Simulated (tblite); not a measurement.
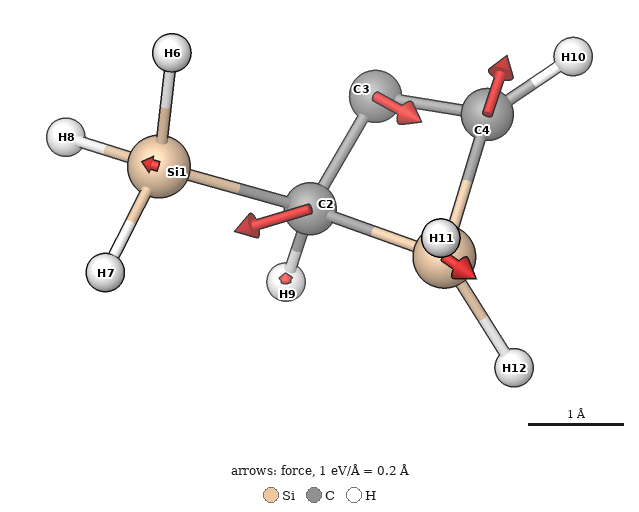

Starting geometry of C3H7Si2 (multiplicity 2) with the computed forces as red arrows. Style: ball-and-stick. Shown at a tilt.

Method: GFN2-xTB geometry optimisation, gas phase (tblite 0.8.0). 

Question: Is this structure relaxed? If not, where do the atoms go?

Answer: It isn't relaxed: the largest force vector, on a C atom, is 4.55 eV/Å. The final displacements follow the starting forces only in part (cosine between the two patterns 0.31). An H atom moves most after the best rigid fit: 0.32 Å. By element the largest moves are H 0.32 Å, C 0.19 Å, Si 0.13 Å. Some distances before and after: C–Si 1.822 → 1.947 Å, C–Si 1.826 → 1.890 Å, C–C 1.358 → 1.327 Å, C–H 1.119 → 1.091 Å. Bond angles that change, for instance: C–C–C 96.4° → 111.2°, C–C–Si 94.3° → 83.6°, C–C–Si 98.4° → 90.4°. After 72 geometry steps the energy has fallen by 0.711 eV.
